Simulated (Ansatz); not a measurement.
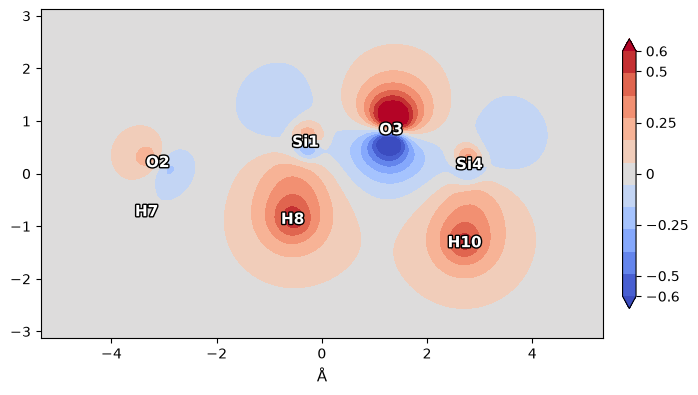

H₆OSi₂···H₂O. The HOMO−1 on the plane of atoms Si1, O3 and Si4 (values in Å⁻³ᐟ²; the overall sign is arbitrary).

The product side of a reaction path; geometry: PBE0-D4/def2-TZVP.

Level of theory: RKS PBE0-D4/def2-TZVPP (Ansatz).

```xyz
12

Si    0.4170    0.0623   -0.3642
O     2.0054    2.2791   -1.1348
O    -0.5187   -1.2245    0.0577
Si   -1.6138   -1.8474    1.0870
H     0.0128    0.4563   -1.7355
H     1.8279   -0.3774   -0.3134
H     1.9430    2.9779   -0.4792
H     0.1471    1.1546    0.6073
H     1.6478    2.6538   -1.9434
H    -1.9666   -0.8537    2.1385
H    -1.0569   -3.0617    1.7371
H    -2.8450   -2.2195    0.3428
```

> Where does this orbital lie, and at what energy?

By Hirshfeld shares it lies mainly on O3 (about 30 %), H8 (about 15 %), Si1 (about 15 %), Si4 (about 15 %) and H10 (about 15 %). Its energy is −8.53 eV.
